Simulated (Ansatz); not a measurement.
# CH7ClSi2 (SMILES [SiH3]C[SiH2]Cl): B3LYP/6-31G(d) (Cartesian functions)

Aim: the vertical ionisation energy of CH7ClSi2 at B3LYP/6-31G* (Cartesian functions), from 2 runs. 

Program for the calculation: Ansatz 0.2.0.

49 further runs of the same task are left out: 49 set aside as unsound or not needed.

## (1) The molecule

CH7ClSi2: 11 atoms, total charge 0, spin state singlet. As SMILES, `[SiH3]C[SiH2]Cl`. The shape is that of a PBE0-D4/def2-TZVP optimisation. This is one conformer, not always the lowest.

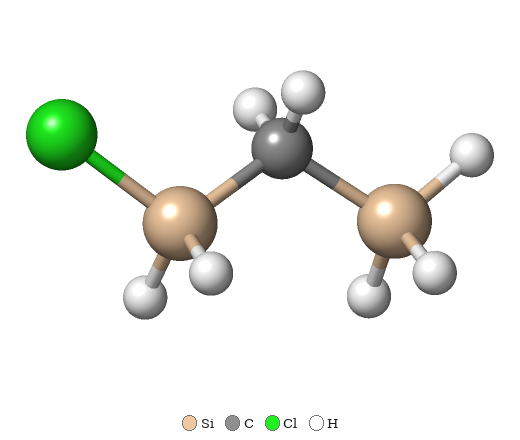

Viewed from a chosen angle; silicon light orange, carbon grey, chlorine green, hydrogen white.

## (2) The energy at B3LYP/6-31G(d) (Cartesian functions)

run.yaml reads:

```yaml
basis:
  gaussian: {orbitals: "6-31G*"}
crystal:
  periodic: [false, false, false]
  atoms:
    - {symbol: Si, position_ang: [1.006300, 1.285600, -0.182900]}
    - {symbol: C, position_ang: [-0.570400, 0.282700, -0.356100]}
    - {symbol: Si, position_ang: [-0.499800, -1.397400, 0.429000]}
    - {symbol: Cl, position_ang: [-2.287500, -2.388300, 0.158700]}
    - {symbol: H, position_ang: [0.854300, 2.610700, -0.838800]}
    - {symbol: H, position_ang: [1.323900, 1.497600, 1.254200]}
    - {symbol: H, position_ang: [2.143300, 0.566700, -0.816300]}
    - {symbol: H, position_ang: [-1.397400, 0.844300, 0.091100]}
    - {symbol: H, position_ang: [-0.797200, 0.162700, -1.420800]}
    - {symbol: H, position_ang: [0.561500, -2.228800, -0.187700]}
    - {symbol: H, position_ang: [-0.271500, -1.292800, 1.890200]}
hamiltonian: {xc: {name: B3LYP}}
accuracy: high
output: {orbitals: {seedname: orbitals}}
```

The run is started by

```sh
ansatz run run.yaml --threads 1 --pin off --max-ram 2610MiB --events-out events.jsonl --progress --plain --runs-dir runs
```

Standard output:

```text
Warning: RAYON_NUM_THREADS=1 ignored (pool sized by the plan → 1); use --threads N
Functional definition: B3LYP
  name "B3LYP"
  parameter a0 = 0.2
  parameter ax = 0.72
  parameter ac = 0.81
  exchange = (1 - a0 - ax)*slater_x + ax*b88_x + a0*exact_x
  correlation = (1 - ac)*vwn_rpa_c + ac*lyp_c
1955 factors; integrals over basis functions are off by at most 4.1e-9 eV
mean field evaluation 1: about -29426.0685 eV, gradient 4.4e1 eV
mean field evaluation 2: about -29423.0567 eV, gradient 5.2e1 eV
mean field evaluation 4: about -29430.4738 eV, gradient 1.6e0 eV
mean field evaluation 8: about -29430.6450 eV, gradient 1.5e-1 eV
mean field evaluation 16: about -29430.6451 eV, gradient 2.0e-5 eV
mean field -29430.64509573 eV, -1081.5562584602 hartree, gradient 2.7e-8 eV, S^2 0.000000; 0 other end points of the search recorded, 0 dependent functions left out
reference -29430.64514240 eV, -1081.5562601755 hartree; 29, 29 occupied and 57, 57 virtual orbitals, 1955 factors
Total energy: -29430.64514240 eV, -1081.5562601755 hartree
```

Wall time 9.6 s (1 thread of Arm Neoverse V2, shared host); peak memory 0.32 GiB.

## (3) The doublet cation at the same level

molecule.yaml reads:

```yaml
basis:
  gaussian:
    orbitals: "6-31G*"
crystal:
  periodic: [false, false, false]
  atoms:
    - {symbol: Si, position_ang: [1.006300, 1.285600, -0.182900]}
    - {symbol: C, position_ang: [-0.570400, 0.282700, -0.356100]}
    - {symbol: Si, position_ang: [-0.499800, -1.397400, 0.429000]}
    - {symbol: Cl, position_ang: [-2.287500, -2.388300, 0.158700]}
    - {symbol: H, position_ang: [0.854300, 2.610700, -0.838800]}
    - {symbol: H, position_ang: [1.323900, 1.497600, 1.254200]}
    - {symbol: H, position_ang: [2.143300, 0.566700, -0.816300]}
    - {symbol: H, position_ang: [-1.397400, 0.844300, 0.091100]}
    - {symbol: H, position_ang: [-0.797200, 0.162700, -1.420800]}
    - {symbol: H, position_ang: [0.561500, -2.228800, -0.187700]}
    - {symbol: H, position_ang: [-0.271500, -1.292800, 1.890200]}
magnetization:
  spin_polarized: true
  initial_magnetization: 1
total_charge: 1
accuracy: high
output:
  orbitals: {seedname: orbitals}
hamiltonian:
  xc: {name: B3LYP}
```

The run is started by

```sh
ansatz run molecule.yaml --threads 1 --pin off --max-ram 2610MiB --events-out events.jsonl --progress --plain --runs-dir runs
```

Standard output (excerpt; [...] marks lines left out):

```text
Warning: RAYON_NUM_THREADS=1 ignored (pool sized by the plan → 1); use --threads N
[... 7 set-up lines as earlier in the session ...]
1955 factors; integrals over basis functions are off by at most 4.1e-9 eV
mean field evaluation 1: about -29411.0523 eV, gradient 4.2e1 eV
mean field evaluation 2: about -29393.0982 eV, gradient 6.2e1 eV
mean field evaluation 4: about -29416.0983 eV, gradient 1.8e1 eV
mean field evaluation 8: about -29419.5412 eV, gradient 4.6e0 eV
mean field evaluation 16: about -29420.0622 eV, gradient 2.3e0 eV
mean field evaluation 32: about -29418.1366 eV, gradient 1.0e1 eV
mean field evaluation 64: about -29419.7570 eV, gradient 2.0e-1 eV
mean field -29420.15881905 eV, -1081.1708949002 hartree, gradient 2.8e-8 eV, S^2 0.755493; 9 other end points of the search recorded, 0 dependent functions left out
reference -29420.15886482 eV, -1081.1708965822 hartree; 29, 28 occupied and 57, 58 virtual orbitals, 1955 factors
Total energy: -29420.15886482 eV, -1081.1708965822 hartree
```

Run time: 40 s. Hardware: 1 thread of Arm Neoverse V2, shared host; peak memory 0.55 GiB.

## (4) What came out

At B3LYP/6-31G* (Cartesian functions):

| quantity | value |
| --- | --- |
| singlet CH7ClSi2: total energy | -1081.55626 Eh |
| singlet CH7ClSi2: HOMO energy | -8.32 eV |
| singlet CH7ClSi2: LUMO energy | 0.03 eV |
| singlet CH7ClSi2: HOMO–LUMO gap | 8.35 eV |
| doublet cation: total energy | -1081.17090 Eh |
| doublet cation: HOMO energy (highest over α and β) | -14.08 eV |
| doublet cation: LUMO energy (lowest over α and β) | -12.62 eV |
| doublet cation: ⟨S²⟩ | 0.755 |
| vertical ionisation energy (to the doublet cation) | 10.486 eV |

The vertical ionisation energy comes to 10.49 eV (242 kcal/mol). −ε(HOMO) before ionisation, 8.32 eV, is 2.17 eV below this ionisation energy.
